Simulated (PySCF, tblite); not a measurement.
# C₆H₁₀Cl₂: a rotation path, then NMR shifts on frames, part 2 of 2

tblite 0.8.0 and PySCF 2.14.0. Atoms count from 0.

## (5) NMR shieldings: image 4, PBE0/pcSseg-1

The job: settings as JSON, then the geometry in Å.

```
{"job": {"kind": "nmr", "xc": "PBE0", "basis": "pcSseg-1", "pop": false}, "charge": 0, "multiplicity": 1}
Cl     3.144100     0.453400     1.483700
C      1.925400     0.834500     0.234900
Cl     2.703600     0.631200    -1.352600
C      0.657100    -0.005800     0.428500
C      0.263900    -0.922600    -0.736800
C     -1.207800    -1.202200    -0.460500
C     -1.747400     0.177500    -0.086300
C     -0.599100     0.860800     0.675100
H      1.723700     1.903000     0.332100
H      0.818300    -0.639800     1.304400
H      0.359600    -0.393700    -1.684300
H      0.873400    -1.823600    -0.774300
H     -1.309500    -1.890500     0.379400
H     -1.718800    -1.629800    -1.321600
H     -1.975900     0.736000    -0.994100
H     -2.656100     0.118300     0.510000
H     -0.451700     1.876600     0.309400
H     -0.811500     0.923100     1.741500
```

Method: GIAO PBE0/pcSseg-1 NMR shielding, non-relativistic, gas phase.

The program printed:

```text
coarse grid: 15968 points
cycle   1  E = -1154.2875443518  dE =  9.548e-01  |g| = 4.818e-01  |ddm| = 3.806e+00
cycle   2  E = -1154.2343292594  dE =  5.322e-02  |g| = 6.989e-01  |ddm| = 1.043e+00
cycle   3  E = -1154.3486338988  dE = -1.143e-01  |g| = 6.650e-02  |ddm| = 6.455e-01
cycle   4  E = -1154.3494381534  dE = -8.043e-04  |g| = 3.641e-02  |ddm| = 9.807e-02
cycle   5  E = -1154.3497580810  dE = -3.199e-04  |g| = 8.454e-03  |ddm| = 4.433e-02
cycle   6  E = -1154.3497742481  dE = -1.617e-05  |g| = 1.576e-03  |ddm| = 1.090e-02
cycle   7  E = -1154.3497746805  dE = -4.324e-07  |g| = 3.451e-04  |ddm| = 1.924e-03
final grid: 144464 points
cycle   8  E = -1154.3985761421  dE = -5.447e-05  |g| = 8.590e-03  |ddm| = 3.386e-02
cycle   9  E = -1154.3985667084  dE =  9.434e-06  |g| = 1.024e-02  |ddm| = 1.661e-02
cycle  10  E = -1154.3985929047  dE = -2.620e-05  |g| = 1.372e-03  |ddm| = 1.032e-02
cycle  11  E = -1154.3985932522  dE = -3.476e-07  |g| = 4.025e-04  |ddm| = 1.846e-03
cycle  12  E = -1154.3985932902  dE = -3.803e-08  |g| = 8.412e-05  |ddm| = 4.233e-04
cycle  13  E = -1154.3985932918  dE = -1.575e-09  |g| = 2.112e-05  |ddm| = 9.551e-05
cycle  14  E = -1154.3985932919  dE = -1.098e-10  |g| = 4.544e-06  |ddm| = 2.421e-05
converged SCF energy = -1154.3985932919

GIAO shielding tensors (ppm)
atom      isotropic    diamagn.    paramagn.     s11        s22        s33       span
  0 Cl     618.982    1144.870    -525.888    269.357    585.157   1002.433    733.075
  1 C       93.986     239.788    -145.802     58.889    107.734    115.334     56.445
  2 Cl     684.709    1145.328    -460.619    425.812    661.399    966.916    541.103
  3 C      129.717     246.122    -116.405    104.840    117.502    166.809     61.969
  4 C      149.465     245.344     -95.878    123.355    154.320    170.721     47.366
  5 C      156.338     246.962     -90.624    131.933    165.536    171.545     39.612
  6 C      158.710     246.819     -88.108    131.695    169.653    174.783     43.089
  7 C      152.081     246.792     -94.711    113.033    164.439    178.771     65.738
  8 H       25.794      27.363      -1.568     23.480     24.729     29.175      5.695
  9 H       29.061      30.948      -1.887     24.224     29.264     33.695      9.471
 10 H       30.029      29.811       0.218     24.249     31.240     34.599     10.350
 11 H       29.558      29.505       0.053     24.360     29.136     35.180     10.820
 12 H       30.301      30.078       0.223     25.916     27.681     37.306     11.389
 13 H       29.896      29.011       0.886     25.011     26.968     37.709     12.698
 14 H       30.057      29.694       0.364     25.292     27.862     37.018     11.725
 15 H       29.927      28.928       1.000     24.789     27.247     37.746     12.956
 16 H       30.504      30.629      -0.125     25.413     30.380     35.720     10.307
 17 H       29.425      30.074      -0.649     24.023     28.654     35.597     11.574
```

It took 28 s on 1 thread of Intel Xeon Platinum 8559C, shared host; peak memory 0.96 GiB.

In short: δ C1 92.9, C3 57.2, C4 37.5, C7 34.8, H8 5.92, H9 2.66 ppm.

## (6) Shielding tensors: image 6, PBE0/pcSseg-1

The job: settings as JSON, then the geometry in Å.

```
{"job": {"kind": "nmr", "xc": "PBE0", "basis": "pcSseg-1", "pop": false}, "charge": 0, "multiplicity": 1}
Cl     3.328900    -0.043300     0.937100
C      1.912300     0.833400     0.296600
Cl     2.237900     1.263500    -1.396000
C      0.636200     0.019900     0.484300
C      0.307700    -0.986800    -0.622500
C     -1.184800    -1.227400    -0.427500
C     -1.731800     0.178100    -0.174300
C     -0.617000     0.915700     0.585300
H      1.863600     1.776900     0.844700
H      0.755700    -0.527200     1.424500
H      0.475900    -0.535000    -1.599700
H      0.903500    -1.894700    -0.548500
H     -1.351300    -1.862700     0.443300
H     -1.647000    -1.700700    -1.292400
H     -1.922700     0.673200    -1.126000
H     -2.663800     0.159400     0.388400
H     -0.429200     1.892100     0.140500
H     -0.882800     1.071800     1.630300
```

With the program's defaults for keys left out, this is: GIAO PBE0/pcSseg-1 NMR shielding, non-relativistic, gas phase.

The program printed:

```text
coarse grid: 15968 points
cycle   1  E = -1154.2959795977  dE =  9.590e-01  |g| = 4.786e-01  |ddm| = 3.804e+00
cycle   2  E = -1154.2453133913  dE =  5.067e-02  |g| = 6.879e-01  |ddm| = 1.040e+00
cycle   3  E = -1154.3562639610  dE = -1.110e-01  |g| = 6.502e-02  |ddm| = 6.403e-01
cycle   4  E = -1154.3570223339  dE = -7.584e-04  |g| = 3.594e-02  |ddm| = 9.477e-02
cycle   5  E = -1154.3573326392  dE = -3.103e-04  |g| = 8.318e-03  |ddm| = 4.376e-02
cycle   6  E = -1154.3573482649  dE = -1.563e-05  |g| = 1.591e-03  |ddm| = 1.086e-02
cycle   7  E = -1154.3573487083  dE = -4.433e-07  |g| = 3.657e-04  |ddm| = 1.952e-03
final grid: 144464 points
cycle   8  E = -1154.4050439130  dE = -5.402e-05  |g| = 8.682e-03  |ddm| = 3.571e-02
cycle   9  E = -1154.4050332311  dE =  1.068e-05  |g| = 1.058e-02  |ddm| = 1.703e-02
cycle  10  E = -1154.4050612540  dE = -2.802e-05  |g| = 1.333e-03  |ddm| = 1.069e-02
cycle  11  E = -1154.4050615758  dE = -3.218e-07  |g| = 4.086e-04  |ddm| = 1.824e-03
cycle  12  E = -1154.4050616152  dE = -3.933e-08  |g| = 7.942e-05  |ddm| = 4.272e-04
cycle  13  E = -1154.4050616166  dE = -1.400e-09  |g| = 2.167e-05  |ddm| = 9.421e-05
cycle  14  E = -1154.4050616167  dE = -1.039e-10  |g| = 4.515e-06  |ddm| = 2.408e-05
converged SCF energy = -1154.4050616167

GIAO shielding tensors (ppm)
atom      isotropic    diamagn.    paramagn.     s11        s22        s33       span
  0 Cl     647.352    1144.982    -497.629    301.157    622.670   1018.230    717.074
  1 C       96.518     241.227    -144.709     59.313    112.753    117.487     58.173
  2 Cl     730.381    1145.715    -415.334    497.305    692.930   1000.908    503.603
  3 C      130.788     246.870    -116.082    112.115    121.650    158.598     46.483
  4 C      155.768     245.196     -89.428    133.370    164.556    169.378     36.008
  5 C      156.198     247.101     -90.903    129.958    166.922    171.714     41.757
  6 C      159.113     246.711     -87.598    131.553    170.844    174.941     43.388
  7 C      155.400     246.565     -91.165    118.523    167.531    180.146     61.623
  8 H       25.691      27.840      -2.149     22.401     25.401     29.270      6.869
  9 H       29.216      31.240      -2.024     24.240     29.763     33.645      9.405
 10 H       29.644      29.410       0.234     23.761     30.492     34.680     10.919
 11 H       29.772      29.315       0.457     24.270     28.927     36.117     11.848
 12 H       30.208      30.105       0.103     25.610     27.666     37.349     11.740
 13 H       29.844      29.014       0.830     24.970     26.897     37.665     12.696
 14 H       30.114      29.565       0.549     25.353     27.971     37.018     11.666
 15 H       29.957      28.942       1.015     24.748     27.273     37.850     13.102
 16 H       30.448      30.293       0.155     25.421     30.596     35.326      9.905
 17 H       29.752      30.213      -0.460     24.214     28.443     36.601     12.387
```

Run time: 28 s. Hardware: 1 thread of Intel Xeon Platinum 8559C, shared host; peak memory 0.96 GiB.

In short: δ C1 90.4, C3 56.1, C7 31.5, C4 31.2, H8 6.03, H9 2.50 ppm.

## (7) Shielding tensors: image 8, PBE0/pcSseg-1

The job: settings as JSON, then the geometry in Å.

```
{"job": {"kind": "nmr", "xc": "PBE0", "basis": "pcSseg-1", "pop": false}, "charge": 0, "multiplicity": 1}
Cl     3.300200    -0.107800     0.045900
C      1.821800     0.881200     0.165100
Cl     1.522300     1.656600    -1.406100
C      0.647200     0.023800     0.610900
C      0.341200    -1.128600    -0.363500
C     -1.182600    -1.186700    -0.436400
C     -1.579900     0.283200    -0.364600
C     -0.658400     0.842600     0.720000
H      2.035000     1.683400     0.875300
H      0.920000    -0.377200     1.591300
H      0.742200    -0.891900    -1.349100
H      0.783600    -2.066500    -0.033200
H     -1.581700    -1.723500     0.425700
H     -1.534500    -1.675800    -1.342800
H     -1.368900     0.767200    -1.318400
H     -2.632300     0.427900    -0.126400
H     -0.479900     1.908900     0.591800
H     -1.104100     0.689400     1.703000
```

Method: GIAO PBE0/pcSseg-1 NMR shielding, non-relativistic, gas phase.

The program printed:

```text
coarse grid: 15968 points
cycle   1  E = -1154.3000713665  dE =  9.697e-01  |g| = 4.770e-01  |ddm| = 3.785e+00
cycle   2  E = -1154.2520769639  dE =  4.799e-02  |g| = 6.774e-01  |ddm| = 1.020e+00
cycle   3  E = -1154.3601408328  dE = -1.081e-01  |g| = 6.364e-02  |ddm| = 6.180e-01
cycle   4  E = -1154.3608461663  dE = -7.053e-04  |g| = 3.626e-02  |ddm| = 9.075e-02
cycle   5  E = -1154.3611596770  dE = -3.135e-04  |g| = 8.200e-03  |ddm| = 4.244e-02
cycle   6  E = -1154.3611747525  dE = -1.508e-05  |g| = 1.580e-03  |ddm| = 1.078e-02
cycle   7  E = -1154.3611751903  dE = -4.378e-07  |g| = 3.995e-04  |ddm| = 1.971e-03
final grid: 144464 points
cycle   8  E = -1154.4089498328  dE = -5.596e-05  |g| = 9.188e-03  |ddm| = 3.740e-02
cycle   9  E = -1154.4089377276  dE =  1.211e-05  |g| = 1.128e-02  |ddm| = 1.788e-02
cycle  10  E = -1154.4089693310  dE = -3.160e-05  |g| = 1.339e-03  |ddm| = 1.106e-02
cycle  11  E = -1154.4089696485  dE = -3.176e-07  |g| = 4.167e-04  |ddm| = 1.836e-03
cycle  12  E = -1154.4089696896  dE = -4.105e-08  |g| = 7.793e-05  |ddm| = 4.223e-04
cycle  13  E = -1154.4089696909  dE = -1.352e-09  |g| = 2.259e-05  |ddm| = 9.666e-05
cycle  14  E = -1154.4089696910  dE = -1.166e-10  |g| = 4.748e-06  |ddm| = 2.462e-05
converged SCF energy = -1154.4089696910

GIAO shielding tensors (ppm)
atom      isotropic    diamagn.    paramagn.     s11        s22        s33       span
  0 Cl     672.423    1145.320    -472.898    381.016    616.671   1019.581    638.565
  1 C       93.949     243.529    -149.579     57.609    107.976    116.262     58.653
  2 Cl     738.221    1146.348    -408.128    480.425    699.925   1034.313    553.888
  3 C      134.793     247.287    -112.494    113.011    135.132    156.237     43.226
  4 C      156.252     245.253     -89.001    128.816    165.817    174.122     45.306
  5 C      155.738     247.038     -91.300    131.305    165.136    170.771     39.466
  6 C      156.543     246.412     -89.869    132.324    165.431    171.873     39.548
  7 C      153.489     246.096     -92.607    126.864    161.591    172.011     45.147
  8 H       25.623      28.375      -2.751     22.068     24.943     29.859      7.791
  9 H       29.071      31.094      -2.023     24.683     28.209     34.320      9.636
 10 H       29.682      29.079       0.603     24.831     30.602     33.613      8.782
 11 H       29.660      29.350       0.310     23.767     28.794     36.419     12.653
 12 H       30.329      30.020       0.308     25.516     27.593     37.877     12.361
 13 H       29.829      28.889       0.940     25.069     26.772     37.646     12.577
 14 H       30.015      29.496       0.519     25.751     29.123     35.170      9.419
 15 H       30.081      28.958       1.123     24.901     26.955     38.388     13.487
 16 H       30.186      30.092       0.094     25.419     29.806     35.332      9.912
 17 H       30.004      30.261      -0.257     24.452     27.763     37.797     13.345
```

Run time: 28 s. Hardware: 1 thread of Intel Xeon Platinum 8559C, shared host; peak memory 0.96 GiB.

This run: δ C1 93.0, C3 52.1, C7 33.4, C5 31.2, H8 6.09, H9 2.65 ppm.

## (8) Side by side: NMR shifts

Shifts (ppm) of some atoms, chosen among heavy atoms and hydrogens apart, with basis size and wall time:

```csv
frame,C3,C4,C7,H8,H10,Cl0,Cl2,functions,time
image 0,57.5,37.9,32.3,5.37,0.99,280,279,200,28 s
image 2,57.6,39.1,33.8,5.63,1.34,307,280,200,28 s
image 4,57.2,37.5,34.8,5.92,1.69,331,265,200,28 s
image 6,56.1,31.2,31.5,6.03,2.07,302,219,200,28 s
image 8,52.1,30.7,33.4,6.09,2.03,277,212,200,28 s
```

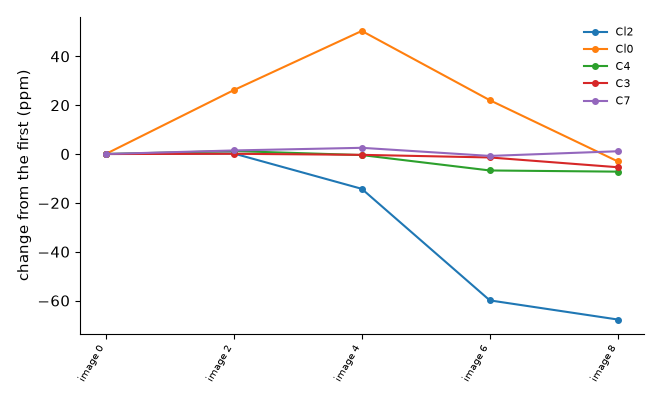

How five of the tabulated atoms move from run to run.

## (9) What came out

The summary covers parts 1 to 2.

| quantity | value |
| --- | --- |
| barrier | 0.190 eV (4.4 kcal/mol) at image 4 |
| end to end (GFN2-xTB) | -0.002 eV |
| 13C shifts against TMS (PBE0/pcSseg-1, image 0) | 92.5, 57.5, 37.9, 32.3, 31.1, 28.5 ppm |
| 1H shifts against TMS (PBE0/pcSseg-1, image 0) | 5.37, 2.50, 2.12, 2.07, 1.82, 1.77, 1.64, 1.55, 1.34, 0.99 ppm |
| 35Cl shifts against HCl (PBE0/pcSseg-1, image 0) | 280, 279 ppm |
| range of the shift of Cl2 | 212 to 280 ppm |

Along the band the dihedral turns by 119°, and the top (dihedral 120°) lies 4.4 kcal/mol above the start (GFN2-xTB, rough), so at room temperature this motion is fast. The top was not checked by a frequency run. C1 stands next to heavy halogen, whose spin-orbit shielding this run leaves out, so the computed shift lies too far downfield, most of all for carbon beside Br or I. Shifts at one fixed geometry are not the observed spectrum, which averages over the motion. In ppm, Cl2 moves most: its shift spreads over 68 ppm, from 212 (image 8) to 280 (image 2).
